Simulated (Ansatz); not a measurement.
System: F$_{10}$Li$_{10}$.

Input

```
crystal:
  periodic: [false, false, false]
  atoms:
    - {symbol: Li, position_ang: [-0.845961, -0.847403, -3.604341]}
    - {symbol: F, position_ang: [-1.039074, -1.040431, -1.815613]}
    - {symbol: Li, position_ang: [-0.938051, -0.938448, -0.001954]}
    - {symbol: F, position_ang: [-1.043337, -1.043671, 1.811293]}
    - {symbol: Li, position_ang: [-0.854197, -0.853955, 3.600777]}
    - {symbol: F, position_ang: [-0.956377, 0.963296, -3.674486]}
    - {symbol: Li, position_ang: [-0.958102, 0.961689, -1.831412]}
    - {symbol: F, position_ang: [-1.035301, 1.034421, -0.000238]}
    - {symbol: Li, position_ang: [-0.962513, 0.958153, 1.830917]}
    - {symbol: F, position_ang: [-0.964961, 0.956604, 3.673958]}
    - {symbol: F, position_ang: [0.964886, -0.956671, -3.673958]}
    - {symbol: Li, position_ang: [0.962421, -0.958356, -1.830883]}
    - {symbol: F, position_ang: [1.035254, -1.034340, 0.000259]}
    - {symbol: Li, position_ang: [0.958343, -0.961488, 1.831369]}
    - {symbol: F, position_ang: [0.956397, -0.963330, 3.674381]}
    - {symbol: Li, position_ang: [0.854303, 0.853832, -3.600811]}
    - {symbol: F, position_ang: [1.043187, 1.043778, -1.811275]}
    - {symbol: Li, position_ang: [0.938046, 0.938467, 0.002011]}
    - {symbol: F, position_ang: [1.039082, 1.040432, 1.815612]}
    - {symbol: Li, position_ang: [0.845943, 0.847431, 3.604394]}
basis:
  gaussian: {orbitals: def2-TZVP, initial_orbitals: start.molden}
hamiltonian: {xc: pbe0, dispersion: d4}
scf: {omitted_lower_state_checks: [starts]}
output: {orbitals: {seedname: orbitals}}
```

Launched as:

```sh
ansatz run in.yaml --threads 4 --pin off --events-out ev --progress --plain --max-ram 6963MiB
```

Geometry: PBE-D4/def2-SVP.

All numbers below come from Ansatz 0.2.0, RKS PBE0-D4/def2-TZVP.

### What can the converged electron density and electron localisation function tell about the bonding?

Li–F (1.81 Å): the density is about 0.44 e/Å³ at the midpoint; the ELF peaks at about 0.85 in the valence shell of F, 0.6 Å from its nucleus, and falls to about 0.05 next to Li: a largely ionic contact.
Li–Li (2.41 Å): the density is about 0.11 e/Å³ at the midpoint; the ELF is about 0.05 at the midpoint.

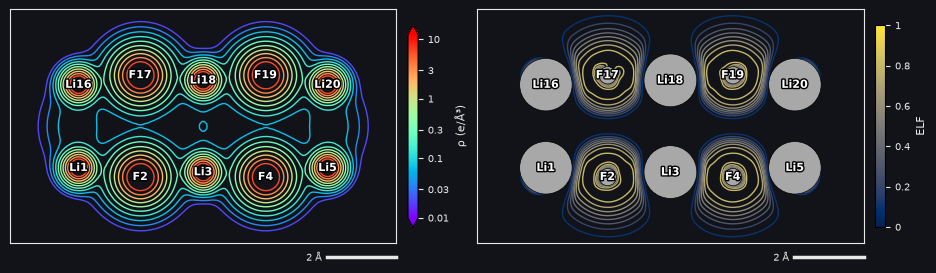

Computed electron density and electron localisation function on the plane of atoms Li1, Li16 and F17, in this order. Grey discs cover the atomic cores in the ELF map. 
